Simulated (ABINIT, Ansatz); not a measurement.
## KBr (Fm-3m): a worked LO-TO splitting

Aim: work out the LO frequency and the static dielectric constant of KBr (Fm-3m) from one linear-response run, then check them.

Calculated with ABINIT 10.8.3; DFT LDA, scalar-relativistic, plane waves, PseudoDojo norm-conserving pseudopotentials.

**1. The relaxed structure**

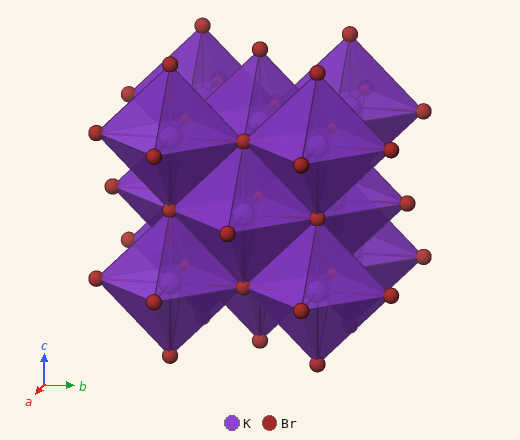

Start, viewed slightly off an axis; potassium purple, bromine red. This picture shows the conventional cell, with its axes. Some periodic images of atoms are drawn too.

This is the cell after its relaxation at this level of theory, not the database cell from which that began.

**2. What the response run gave**

A linear-response run on the relaxed cell, with the response to an electric field; only its zone-centre results are used. Cutoff 32 Ha, k mesh 6×6×6.

Numbers of over 12 decimals in the logs are rounded to 6 here.

Log:

```text
[banners, grids, parts of the stress and lines that vanish by symmetry left out]
- input  file    -> dfpt_gamma.abi
- output file    -> dfpt_gamma.abo
- root for input  files -> dfpt_gammai
[...]
DATASET    1 : space group Fm -3 m (#225); Bravais cF (face-center cubic)
[...]
nfft =       91125          nkpt =         112
[...]
DATASET    2 : space group Fm -3 m (#225); Bravais cF (face-center cubic)
[...]
nfft =       91125          nkpt =         112
[...]
== DATASET  1 ==================================================================
[...]
cutoff_energies: {ecut:  32.0, pawecutdg:  -1.0, }
[...]
- 35.00000   7.00000  180309                  znucl, zion, pspdat
[...]
Perturbation : derivative vs k along direction   1
[...]
-ETOT  1  -12.555585137528     -1.256E+01 1.096E+00 0.000E+00
 ETOT  2  -12.609937623093     -5.435E-02 3.847E-02 0.000E+00
 ETOT  3  -12.610505018273     -5.674E-04 3.848E-05 0.000E+00
 ETOT  4  -12.610512986812     -7.969E-06 1.168E-06 0.000E+00
 ETOT  5  -12.610513126152     -1.393E-07 4.691E-08 0.000E+00
[...]
At SCF step   14   max residual=  9.85E-21 < tolwfr=  1.00E-20 =>converged.
[...]
Perturbation : derivative vs k along direction   2
[...]
-ETOT  1  -12.555632760000     -1.256E+01 1.096E+00 0.000E+00
[...]
At SCF step   14   max residual=  9.85E-21 < tolwfr=  1.00E-20 =>converged.
[...]
Perturbation : derivative vs k along direction   3
[...]
-ETOT  1  -12.555585138104     -1.256E+01 1.096E+00 0.000E+00
[...]
At SCF step   14   max residual=  9.85E-21 < tolwfr=  1.00E-20 =>converged.
[...]
1        1       1.3504620418   -0.0000000000
     1        2      -0.6752310209    0.0000000000
     1        3      -0.6752310209    0.0000000000
     2        1      -0.6752310209    0.0000000000
     2        2       1.3504620418   -0.0000000000
     2        3       0.6752310209    0.0000000000
     3        1      -0.6752310209    0.0000000000
     3        2       0.6752310209    0.0000000000
     3        3       1.3504620418    0.0000000000
[...]
== DATASET  2 ==================================================================
[...]
cutoff_energies: {ecut:  32.0, pawecutdg:  -1.0, }
[...]
Perturbation : displacement of atom   1   along direction   1
[...]
-ETOT  1   5.296454     -2.369E+03 7.164E+00 4.014E+02
[...]
At SCF step   12       vres2   =  7.22E-11 < tolvrs=  1.00E-10 =>converged.
[...]
At SCF step    9       vres2   =  5.89E-11 < tolvrs=  1.00E-10 =>converged.
[...]
-ETOT  1  0.547133     -1.753E+01 1.233E+00 1.090E+03
[...]
ETOT  8  7.72595495681467E-02 -2.201E-11 3.469E-12 3.773E-09
 ETOT  9  7.72595495674255E-02 -7.212E-13 1.188E-13 5.661E-11
 At SCF step    9       vres2   =  5.66E-11 < tolvrs=  1.00E-10 =>converged.
[...]
Dielectric tensor, in cartesian coordinates,
[...]
1    4   1    4         2.7659501881        -0.0000000000
   1    4   2    4         0.0000000000        -0.0000000000
   1    4   3    4         0.0000000000        -0.0000000000
   2    4   1    4         0.0000000000        -0.0000000000
   2    4   2    4         2.7659501881        -0.0000000000
   2    4   3    4        -0.0000000000        -0.0000000000
   3    4   1    4         0.0000000000        -0.0000000000
   3    4   2    4        -0.0000000000        -0.0000000000
   3    4   3    4         2.7659501881        -0.0000000000
  Effective charges, in cartesian coordinates,
[...]
1    1   1    4         1.1017137990         0.0000000000
   2    1   1    4         0.0000000000         0.0000000000
   3    1   1    4        -0.0000000000         0.0000000000
   1    2   1    4        -1.1042281902         0.0000000000
   2    2   1    4        -0.0000000000         0.0000000000
[...]
Effective charges, in cartesian coordinates,
[...]
Rigid-atom elastic tensor , in cartesian coordinates,
[...]
Rigid-atom proper piezoelectric tensor, in cartesian coordinates,
[...]
2    4   2    6         0.0000000000         0.0000000000
   2    4   3    6         0.0000000000         0.0000000000
   3    4   1    5         0.0000000000         0.0000000000
   3    4   2    5         0.0000000000         0.0000000000
   3    4   3    5         0.0000000000         0.0000000000
   3    4   1    6         0.0000000000         0.0000000000
   3    4   2    6         0.0000000000         0.0000000000
   3    4   3    6         0.0000000000         0.0000000000
  Phonon wavevector (reduced coordinates) :  0.00000  0.00000  0.00000
 Phonon energies in Hartree :
[...]
Phonon frequencies in cm-1    :
-  3.628009E-01  3.628010E-01  3.628014E-01  1.300461E+02  1.300461E+02
-  1.300461E+02
  Phonon at Gamma, with non-analyticity in the
[...]
Phonon energies in Hartree :
[...]
Phonon frequencies in cm-1    :
-  3.628009E-01  3.628010E-01  3.743360E-01  1.300461E+02  1.300461E+02
-  1.722208E+02
  Phonon at Gamma, with non-analyticity in the
[...]
Phonon energies in Hartree :
[...]
Phonon frequencies in cm-1    :
-  3.628009E-01  3.628014E-01  3.743357E-01  1.300461E+02  1.300461E+02
-  1.722208E+02
  Phonon at Gamma, with non-analyticity in the
[...]
Phonon energies in Hartree :
[...]
Phonon frequencies in cm-1    :
-  3.628010E-01  3.628014E-01  3.743356E-01  1.300461E+02  1.300461E+02
-  1.722208E+02
[...]
fcart2     0.0000000000E+00  0.0000000000E+00  0.0000000000E+00
           strten2     0.0000000000E+00  0.0000000000E+00  0.0000000000E+00
================================================================================
```

```csv
quantity,value
cell volume Ω (Å³),64.618
mass of K (u),39.098
mass of Br (u),79.904
"Born charge of K, raw (e)",1.102
"Born charge of Br, raw (e)",-1.104
ε∞,2.766
ω(TO) after the sum rule (cm⁻¹),130.1
```

**3. The calculation**

The charges must sum to zero over the cell; taking off their mean, -0.001 e, leaves Z* = 1.103 e on K. In the polar mode K moves against Br, so the reduced mass is μ = 39.10 × 79.90 / 119.00 = 26.253 u.

A longitudinal wave builds up a field that adds to the restoring force: ω(LO)² = ω(TO)² + 4π Z*² / (μ Ω ε∞), in Hartree atomic units. With μ = 47855 electron masses and Ω = 436.06 bohr³ the second term is 2.6484e-07 Ha², or 12757 cm⁻² (1 Ha = 219474.6 cm⁻¹).

So ω(LO) = √(16913 + 12757) = 172.3 cm⁻¹, and by the Lyddane-Sachs-Teller relation ε₀ = ε∞ (ω(LO)/ω(TO))² = 4.85.

**4. Check against the program**

The analysis program adds the same non-analytic term to the full matrix.

Log:

```text
[banners, grids, parts of the stress and lines that vanish by symmetry left out]
-outvars_anaddb: echo values of input variables ----------------------

 Flags :
[...]
Dielectric Tensor and Effective Charges
[...]
Effective charge tensors after
[...]
Phonon wavevector (reduced coordinates) :  0.00000  0.00000  0.00000
 Phonon energies in Hartree :
[...]
Phonon energies in meV     :
-  0.000000E+00  0.000000E+00  0.000000E+00  1.612354E+01  1.612354E+01
-  1.612354E+01
 Phonon frequencies in cm-1    :
-  0.000000E+00  0.000000E+00  0.000000E+00  1.300451E+02  1.300451E+02
-  1.300451E+02
 Phonon frequencies in Thz     :
-  0.000000E+00  0.000000E+00  0.000000E+00  3.898655E+00  3.898655E+00
-  3.898655E+00
 Phonon energies in Kelvin  :
-  0.000000E+00  0.000000E+00  0.000000E+00  1.871059E+02  1.871059E+02
-  1.871059E+02
[...]
-  1  0.00000000E+00  0.00000000E+00  2.14704940E-03
-     0.00000000E+00  0.00000000E+00  0.00000000E+00
-  2  0.00000000E+00  0.00000000E+00  2.14705112E-03
-     0.00000000E+00  0.00000000E+00  0.00000000E+00
[...]
-  1  0.00000000E+00  2.14704940E-03  0.00000000E+00
-     0.00000000E+00  0.00000000E+00  0.00000000E+00
-  2  0.00000000E+00  2.14705112E-03  0.00000000E+00
-     0.00000000E+00  0.00000000E+00  0.00000000E+00
[...]
-  1  2.14704940E-03  0.00000000E+00  0.00000000E+00
-     0.00000000E+00  0.00000000E+00  0.00000000E+00
-  2  2.14705112E-03  0.00000000E+00  0.00000000E+00
-     0.00000000E+00  0.00000000E+00  0.00000000E+00
[...]
-  1  0.00000000E+00 -1.58244791E-07  3.06935915E-03
-     0.00000000E+00  0.00000000E+00  0.00000000E+00
-  2  0.00000000E+00  0.00000000E+00 -1.50188512E-03
-     0.00000000E+00  0.00000000E+00  0.00000000E+00
[...]
-  1  0.00000000E+00 -3.06935915E-03 -1.58245506E-07
-     0.00000000E+00  0.00000000E+00  0.00000000E+00
-  2  0.00000000E+00  1.50188512E-03  0.00000000E+00
-     0.00000000E+00  0.00000000E+00  0.00000000E+00
[...]
-  1  3.06935915E-03  0.00000000E+00  0.00000000E+00
-     0.00000000E+00  0.00000000E+00  0.00000000E+00
-  2 -1.50188512E-03  0.00000000E+00  0.00000000E+00
-     0.00000000E+00  0.00000000E+00  0.00000000E+00
[...]
-     1          0.000000    -0.000000    -0.000001     0.000001
-     2         -0.000000    -0.000001     0.000000     0.000001
-     3         -0.000001     0.000000     0.000000     0.000001
-     4          0.000042    -0.000076     1.475502     1.475502
-     5          0.000012    -1.475502    -0.000076     1.475502
-     6          1.475502     0.000012    -0.000042     1.475502
[...]
-   1     Real    0.0000E+00  0.0000E+00  0.0000E+00  0.0000E+00  0.0000E+00  0.0000E+00  0.0000E+00
[...]
-  5.163895E+00
 Phonon energies in Kelvin  :
-  0.000000E+00  0.000000E+00  0.000000E+00  1.871059E+02  1.871059E+02
-  2.478279E+02
[...]
-  1  0.00000000E+00  0.00000000E+00  2.14704940E-03
-     0.00000000E+00  0.00000000E+00  0.00000000E+00
-  2  0.00000000E+00  0.00000000E+00  2.14705112E-03
-     0.00000000E+00  0.00000000E+00  0.00000000E+00
[...]
Phonon at Gamma, with non-analyticity in the
[...]
Phonon energies in Hartree :
[...]
Phonon energies in meV     :
-  0.000000E+00  0.000000E+00  0.000000E+00  1.612354E+01  1.612354E+01
-  2.135616E+01
 Phonon frequencies in cm-1    :
-  0.000000E+00  0.000000E+00  0.000000E+00  1.300451E+02  1.300451E+02
-  1.722490E+02
 Phonon frequencies in Thz     :
-  0.000000E+00  0.000000E+00  0.000000E+00  3.898655E+00  3.898655E+00
-  5.163895E+00
 Phonon energies in Kelvin  :
-  0.000000E+00  0.000000E+00  0.000000E+00  1.871059E+02  1.871059E+02
-  2.478279E+02
[...]
Phonon at Gamma, with non-analyticity in the
[...]
Phonon energies in Hartree :
[...]
Phonon energies in meV     :
-  0.000000E+00  0.000000E+00  0.000000E+00  1.612354E+01  1.612354E+01
-  2.135616E+01
 Phonon frequencies in cm-1    :
-  0.000000E+00  0.000000E+00  0.000000E+00  1.300451E+02  1.300451E+02
-  1.722490E+02
 Phonon frequencies in Thz     :
-  0.000000E+00  0.000000E+00  0.000000E+00  3.898655E+00  3.898655E+00
-  5.163895E+00
 Phonon energies in Kelvin  :
-  0.000000E+00  0.000000E+00  0.000000E+00  1.871059E+02  1.871059E+02
-  2.478279E+02
[...]
-  1  2.80748247E-06 -2.14703167E-03 -8.30596125E-06
-     0.00000000E+00  0.00000000E+00  0.00000000E+00
-  2  2.80773205E-06 -2.14703314E-03 -8.30572058E-06
-     0.00000000E+00  0.00000000E+00  0.00000000E+00
[...]
-  1  2.14704672E-03  2.79970810E-06  2.10075907E-06
-     0.00000000E+00  0.00000000E+00  0.00000000E+00
-  2  2.14704819E-03  2.79946308E-06  2.10051349E-06
-     0.00000000E+00  0.00000000E+00  0.00000000E+00
[...]
-  1  3.38933713E-04  1.98095769E-03 -2.31989141E-03
-     0.00000000E+00  0.00000000E+00  0.00000000E+00
-  2 -1.65845532E-04 -9.69313378E-04  1.13515891E-03
-     0.00000000E+00  0.00000000E+00  0.00000000E+00
[...]
-  1  2.48309639E-03 -1.53507340E-03 -9.48022988E-04
-     0.00000000E+00  0.00000000E+00  0.00000000E+00
-  2 -1.21501764E-03  7.51135264E-04  4.63882377E-04
-     0.00000000E+00  0.00000000E+00  0.00000000E+00
[...]
Direction                     Dielectric constant
[...]
Elastic Tensor (clamped ion) (unit:10^2GP):
[...]
Elastic Tensor (relaxed ion) (unit:10^2GP):
[...]
0.0000000  -0.0000000  -0.0000000   0.0000000  19.1840460  -0.0000001
   0.0000000   0.0000000   0.0000000  -0.0000001  -0.0000001  19.1840479
-
```

```csv
quantity,by hand,program
ω(LO) (cm⁻¹),172.3,172.2
ε₀,4.85,4.85
```

**5. Results**

```json
{
 "TO mode": "130.1 cm⁻¹",
 "LO mode": "172.2 cm⁻¹",
 "static dielectric constant": "4.853"
}
```

In words: The LO mode of KBr (Fm-3m) lies at 172 cm⁻¹, 42 cm⁻¹ above the TO mode; the formula meets the program within 0.1 cm⁻¹, as it must for a cubic crystal with one polar mode. ω(LO)² − ω(TO)² goes with Z*²/ε∞: an error of 5 % in ε∞ would move the LO mode by 1.8 cm⁻¹, and semilocal functionals tend to overestimate ε∞. These are harmonic values at zero temperature, at the volume of this functional, for the structure held cubic; stability elsewhere in the zone is no part of this calculation.

[Host names and launcher messages were left out of these logs when they were recorded.]

[Logs are printed without paths, hosts, clocks, repeated set-up lines and the standing remarks that a program may print on its own settings, such as how far it seeks lower states.]

[Hosts, paths, dates, database ids (printed as entryN), source tags and the programs' standing remarks are cut or masked in the printed files.]
